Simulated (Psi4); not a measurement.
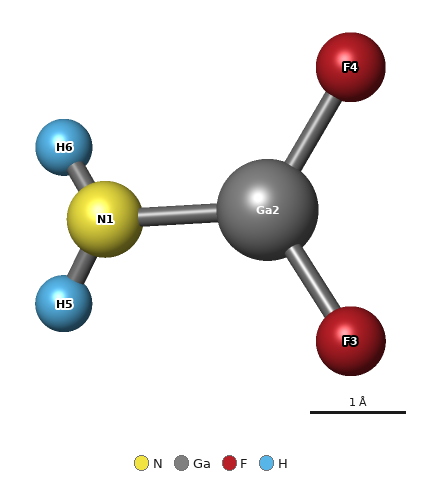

Fig. 1: The structure as given in the input (ball-and-stick view, seen at a tilt; atoms are numbered from 1 in the order of the input). Sticks mark near contacts. Bond lengths as drawn: F–Ga 1.74 Å, Ga–N 1.79 Å and H–N 1.01 Å.

# Excited-state calculation, with input and output: GaNH2F2

GaNH2F2, computed with TDDFT (CAM-B3LYP)/def2-SVP, RKS (Psi4 1.11).

The geometry comes from this level: PBE0-D4/def2-TZVP.

**The input (calc.dat)**
```python
memory 1.6 GB

molecule system {
  0 1
  N     -0.297500     0.963700    -0.172700
  Ga     0.284200    -0.715300     0.042000
  F      1.685000    -1.101600     0.997700
  F     -0.455300    -2.067700    -0.763400
  H      0.025100     1.704800     0.425700
  H     -1.199500     1.152100    -0.575400
  symmetry c1
}

set basis def2-SVP
set puream true
set scf_type pk
set dft_radial_points 99
set dft_spherical_points 590
set save_jk true

from psi4.driver.procrouting.response.scf_response import tdscf_excitations
energy_value, wavefunction = energy("cam-b3lyp", return_wfn=True)
states = tdscf_excitations(wavefunction, states=3, tda=False)
```

Launch command:
```bash
psi4 calc.dat calc.out -n 1
```

**The program's output**
```
Psi4 1.11 release

   => Loading Basis Set <=

    Name: DEF2-SVP
    Role: ORBITAL
    Keyword: BASIS

         ---------------------------------------------------------
                                   SCF
                              RKS Reference
                        1 Threads,   1525 MiB Core
         ---------------------------------------------------------

  ==> Geometry <==

    Molecular point group: c1
    Full point group: C1

    Geometry (in Angstrom), charge = 0, multiplicity = 1:

       Center              X                  Y                   Z               Mass
    ------------   -----------------  -----------------  -----------------  -----------------
         N           -0.603349540411     1.721299217554    -0.211555984767    14.003074004430
         GA          -0.021649540411     0.042299217554     0.003144015233    68.925573500000
         F            1.379150459589    -0.344000782446     0.958844015233    18.998403162730
         F           -0.761149540411    -1.310100782446    -0.802255984767    18.998403162730
         H           -0.280749540411     2.462399217554     0.386844015233     1.007825032230
         H           -1.505349540411     1.909699217554    -0.614255984767     1.007825032230

  Running in c1 symmetry.

  Rotational constants: A =      0.20229  B =      0.19051  C =      0.09820 [cm^-1]
  Rotational constants: A =   6064.50525  B =   5711.32641  C =   2943.94754 [MHz]
  Nuclear repulsion =  296.371046276479149

  Charge       = 0
  Multiplicity = 1
  Electrons    = 58
  Nalpha       = 29
  Nbeta        = 29

  ==> Algorithm <==

  SCF Algorithm Type is PK.
  DIIS enabled.
  MOM disabled.
  Fractional occupation disabled.
  Guess Type is SAD.
  Energy threshold   = 1.00e-06
  Density threshold  = 1.00e-06
  Integral threshold = 1.00e-12

  ==> Primary Basis <==

  Basis Set: DEF2-SVP
    Blend: DEF2-SVP
    Number of shells: 36
    Number of basis functions: 84
    Number of Cartesian functions: 90
    Spherical Harmonics?: true
    Max angular momentum: 2

  ==> DFT Potential <==

   => LibXC <=

    Version 7.1.2

   => Composite Functional: CAM-B3LYP <=

    CAM-B3LYP Hyb-GGA Exchange-Correlation Functional

    Deriv               =              1
    GGA                 =           TRUE
    Meta                =          FALSE

    Exchange Hybrid     =           TRUE
    MP2 Hybrid          =          FALSE

   => Exchange Functionals <=

    0.3500         Becke 88 [omega = 0.3300]
    0.4600   Short-range recipe for B88 functional - erf [omega = 0.3300]

   => Exact (HF) Exchange <=

    0.4600            HF,LR [omega = 0.3300]
    0.1900               HF

   => Correlation Functionals <=

    0.1900   Vosko, Wilk & Nusair (VWN5)
    0.8100   Lee, Yang & Parr

   => LibXC Density Thresholds  <==

    XC_HYB_GGA_XC_CAM_B3LYP:  1.00E-14

   => Molecular Quadrature <=

    Radial Scheme          =       TREUTLER
    Pruning Scheme         =           NONE
    Nuclear Scheme         =       TREUTLER

    Blocking Scheme        =         OCTREE
    BS radius alpha        =              1
    Pruning alpha          =              1
    Radial Points          =             99
    Spherical Points       =            590
    Total Points           =         335522
    Total Blocks           =           2444
    Max Points             =            256
    Max Functions          =             82
    Weights Tolerance      =       1.00E-15

  ==> Integral Setup <==

  Using in-core PK algorithm.
   Calculation information:
      Number of atoms:                   6
      Number of AO shells:              36
      Number of primitives:             76
      Number of atomic orbitals:        90
      Number of basis functions:        84

      Integral cutoff                 1.00e-12
      Number of threads:                 1

  Performing in-core PK
  Using 19122705 doubles for integral storage.
  We computed 194660 shell quartets total.
  Whereas there are 222111 unique shell quartets.

  Computing range-separated integrals for PK
  We computed 194660 wK shell quartets total.
  Whereas there are 222111 wK unique shell quartets.

  ==> DiskJK: Disk-Based J/K Matrices <==

    J tasked:                  Yes
    K tasked:                  Yes
    wK tasked:                 Yes
    Omega:               3.300E-01
    Memory [MiB]:              572
    Schwarz Cutoff:          1E-12

  Cached 100.0% of DFT collocation blocks in 0.559 [GiB].

  Minimum eigenvalue in the overlap matrix is 2.1133504565E-02.
  Reciprocal condition number of the overlap matrix is 4.5246648606E-03.
    Using symmetric orthogonalization.

  ==> Pre-Iterations <==

  SCF Guess: Superposition of Atomic Densities via on-the-fly atomic UHF (no occupation information).

   -------------------------
    Irrep   Nso     Nmo
   -------------------------
     A         84      84
   -------------------------
    Total      84      84
   -------------------------

  ==> Iterations <==

                        Total Energy        Delta E     RMS |[F,P]|

   @RKS iter SAD: -2176.30843645980440   -2.17631e+03   0.00000e+00
   @RKS iter   1: -2178.65125951748450   -2.34282e+00   2.95174e-02 ADIIS/DIIS
   @RKS iter   2: -2172.54834541995115    6.10291e+00   7.74199e-02 ADIIS/DIIS
   @RKS iter   3: -2180.03525100084971   -7.48691e+00   1.11151e-02 ADIIS/DIIS
   @RKS iter   4: -2180.19162874803033   -1.56378e-01   1.56907e-03 ADIIS/DIIS
   @RKS iter   5: -2180.19822204933962   -6.59330e-03   6.82051e-04 ADIIS/DIIS
   @RKS iter   6: -2180.19932301573044   -1.10097e-03   1.41713e-04 ADIIS/DIIS
   @RKS iter   7: -2180.19936696436298   -4.39486e-05   4.49131e-05 DIIS
   @RKS iter   8: -2180.19937189248367   -4.92812e-06   8.57696e-06 DIIS
   @RKS iter   9: -2180.19937209105410   -1.98570e-07   1.19525e-06 DIIS
   @RKS iter  10: -2180.19937209813224   -7.07814e-09   2.03870e-07 DIIS
  Energy and wave function converged.

  ==> Post-Iterations <==

   Electrons on quadrature grid:
      Ntotal   =   58.0000038212 ; deviation = 3.821e-06

    Orbital Energies [Eh]
    ---------------------

    Doubly Occupied:

       1A   -372.622276     2A    -45.998254     3A    -40.768019
       4A    -40.762988     5A    -40.762338     6A    -24.720553
       7A    -24.720540     8A    -14.408520     9A     -5.607220
      10A     -3.900855    11A     -3.891620    12A     -3.889456
      13A     -1.196027    14A     -1.190500    15A     -0.971907
      16A     -0.949462    17A     -0.947800    18A     -0.944442
      19A     -0.935513    20A     -0.900594    21A     -0.575108
      22A     -0.566276    23A     -0.495646    24A     -0.485068
      25A     -0.470534    26A     -0.450015    27A     -0.444573
      28A     -0.442949    29A     -0.350568

    Virtual:

      30A     -0.000201    31A      0.039253    32A      0.102499
      33A      0.116929    34A      0.161365    35A      0.192074
      36A      0.204856    37A      0.296385    38A      0.376866
      39A      0.416527    40A      0.469548    41A      0.487253
      42A      0.514994    43A      0.617637    44A      0.630141
      45A      0.770486    46A      0.833745    47A      0.850326
      48A      0.935250    49A      0.950836    50A      1.048514
      51A      1.288746    52A      1.329834    53A      1.347399
      54A      1.356710    55A      1.358887    56A      1.435838
      57A      1.491276    58A      1.663288    59A      1.780934
      60A      1.795253    61A      1.830346    62A      1.843360
      63A      2.061191    64A      2.067290    65A      2.080588
      66A      2.081519    67A      2.157048    68A      2.238000
      69A      2.246401    70A      2.639383    71A      2.662787
      72A      2.874512    73A      3.175262    74A      3.177379
      75A      3.178508    76A      3.183050    77A      3.201281
      78A      3.224748    79A      3.225498    80A      3.233586
      81A      3.334944    82A      3.372444    83A      3.506590
      84A      3.671803

    Final Occupation by Irrep:
              A
    DOCC [    29 ]
    NA   [    29 ]
    NB   [    29 ]

  @RKS Final Energy: -2180.19937209813224

   => Energetics <=

    Nuclear Repulsion Energy =            296.3710462764791487
    One-Electron Energy =               -3629.3150964382939492
    Two-Electron Energy =                1232.6424393325796700
    DFT Exchange-Correlation Energy =     -79.8977612688970709
    Empirical Dispersion Energy =           0.0000000000000000
    VV10 Nonlocal Energy =                  0.0000000000000000
    Total Energy =                      -2180.1993720981322440

Computation Completed

Properties will be evaluated at   0.000000,   0.000000,   0.000000 [a0]

Properties computed using the SCF density matrix

 Multipole Moments:

 ------------------------------------------------------------------------------------
     Multipole            Electronic (a.u.)      Nuclear  (a.u.)        Total (a.u.)
 ------------------------------------------------------------------------------------

 L = 1.  Multiply by 2.5417464519 to convert [e a0] to [Debye]
 Dipole X            :          1.5221630           -2.1139862           -0.5918233
 Dipole Y            :         -4.1953949            5.3773189            1.1819240
 Dipole Z            :          0.4526169           -0.3808689            0.0717481
 Magnitude           :                                                    1.3237624

 ------------------------------------------------------------------------------------

	total time  =          8 seconds =       0.13 minutes

******************************************************************************************
**********                               WARNING                                **********
**********       The names of excited state variables changed between 1.5       **********
**********     and 1.6. For a quick solution, remove the symmetry specifier     **********
**********   from the variable name. For full details, see 'Notes on Psivars'   **********
**********                        in the documentation.                         **********
******************************************************************************************

         ---------------------------------------------------------
                         TDSCF excitation energies
         ---------------------------------------------------------

  ==> Options <==

     Residual threshold  : 1.0000e-04
     Initial guess       : denominators
     Reference           : RHF
     Solver type         : RPA (Hamiltonian)

  ==> Requested Excitations <==

      3 singlet states with A symmetry

  ==> Seeking the lowest 3 singlet states with A symmetry

                        Generalized Hamiltonian Solver

  ==> Options <==

    Max number of iterations        = 60
    Eigenvector tolerance           = 1.0000e-04
    Max number of expansion vectors = 600

  => Iterations <=
                              Max[D[value]]     Max[|R|]   # vectors
  HamiltonianSolver iter   1:   3.06544e-01  2.19148e-01     12
  HamiltonianSolver iter   2:   1.40381e-02  8.92620e-02     18
  HamiltonianSolver iter   3:   1.56856e-03  2.43923e-02     24
  HamiltonianSolver iter   4:   1.66364e-04  1.18554e-02     30
  HamiltonianSolver iter   5:   2.03355e-05  4.68651e-03     36
  HamiltonianSolver iter   6:   7.35896e-06  2.21320e-03     42
  HamiltonianSolver iter   7:   1.17240e-06  7.61459e-04     46
  HamiltonianSolver iter   8:   1.72155e-07  3.33266e-04     50
  HamiltonianSolver iter   9:   3.22676e-08  1.39016e-04     52
  HamiltonianSolver iter  10:   6.34538e-09  6.46318e-05     54      Converged

******************************************************************************************
**********                               WARNING                                **********
**********  Length-gauge rotatory strengths are **NOT** gauge-origin invariant  **********
******************************************************************************************

                                    Excitation Energy         Total Energy        Oscillator Strength             Rotatory Strength
     #   Sym: GS->ES (Trans)        au              eV              au          au (length)    au (velocity)    au (length)    au (velocity)
    ---- -------------------- --------------- --------------- --------------- --------------- --------------- --------------- ---------------
     1        A->A (1 A)       0.21207         5.77076        -2179.98730      0.0362          0.0559          0.0001          0.0002
     2        A->A (1 A)       0.27314         7.43253        -2179.92623      0.0420          0.0146          0.0003          0.0002
     3        A->A (1 A)       0.29725         8.08867        -2179.90212      0.0229          0.0324          0.0001          0.0002

Contributing excitations and de-excitations
Only contributions with abs(coeff) > 1.00e-01 will be printed:

Excited State    1 (1 A):   0.21207 au   214.85 nm f = 0.0362
  Sums of squares: Xssq =  1.001604e+00; Yssq =  1.603614e-03; Xssq - Yssq =  1.000000e+00
     29a  ->  30a     0.983668 (96.760%)
     29a  ->  31a     0.114078 ( 1.301%)

Excited State    2 (1 A):   0.27314 au   166.81 nm f = 0.0420
  Sums of squares: Xssq =  1.003916e+00; Yssq =  3.915706e-03; Xssq - Yssq =  1.000000e+00
     28a  ->  30a    -0.356504 (12.710%)
     29a  ->  31a     0.912842 (83.328%)

Excited State    3 (1 A):   0.29725 au   153.28 nm f = 0.0229
  Sums of squares: Xssq =  1.000539e+00; Yssq =  5.385103e-04; Xssq - Yssq =  1.000000e+00
     24a  ->  30a     0.120285 ( 1.447%)
     26a  ->  30a     0.257485 ( 6.630%)
     27a  ->  30a     0.926494 (85.839%)
     27a  ->  32a    -0.135206 ( 1.828%)
     28a  ->  33a     0.125965 ( 1.587%)

******************************************************************************************
**********                               WARNING                                **********
**********       The names of excited state variables changed between 1.5       **********
**********     and 1.6. For a quick solution, remove the symmetry specifier     **********
**********   from the variable name. For full details, see 'Notes on Psivars'   **********
**********                        in the documentation.                         **********
******************************************************************************************

    Psi4 run time: 0:00:30.58
```

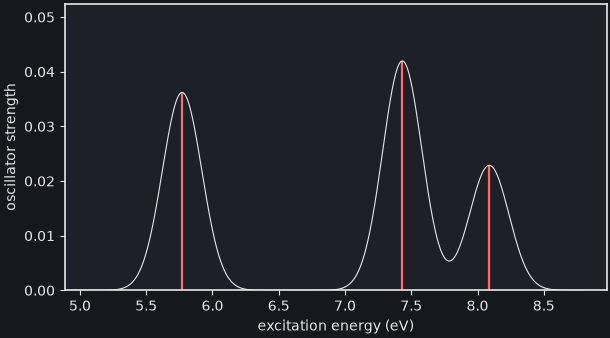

Fig. 2: Computed excitations as sticks (degenerate states added up, dark ones marked on the axis), with a Gaussian envelope of 0.35 eV full width at half maximum, scaled to the tallest. Of the 3 states the lowest lies at 5.77 eV (f = 0.036); the strongest line is at 7.43 eV, or 167 nm (f = 0.042).

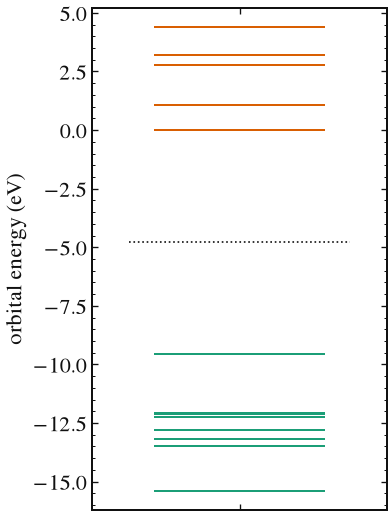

Fig. 3: Orbital energies near the frontier; the dotted line parts filled from empty levels, and levels within 0.02 eV of each other stand side by side. Highest filled −9.54 eV, lowest empty −0.01 eV, 9.53 eV apart.

**Key numbers**

- outcome: converged
- total energy: −2180.199372 hartree
- basis functions: 84
- HOMO: −9.54 eV
- LUMO: −0.01 eV
- dipole moment: 3.36 D
- lowest excitation: 5.77 eV
- hardware: 1 thread of AMD EPYC (Zen 5), 16 GiB of memory available, shared host
- wall time: 32 s
- peak memory: 0.95 GiB
